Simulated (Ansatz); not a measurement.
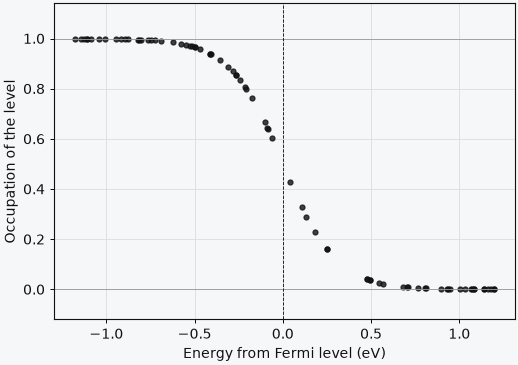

Occupations of the one-electron levels of the k mesh against their energy, from a run on Al2Cu, space group I4/mcm, 6 atoms in the cell, with Ansatz.

Name the smearing function and its width.

Fermi-Dirac smearing with a width of 0.15 eV. The occupations stay between 0 and 1 and have long exponential tails; the slope at the Fermi level is 1/(4 × width).
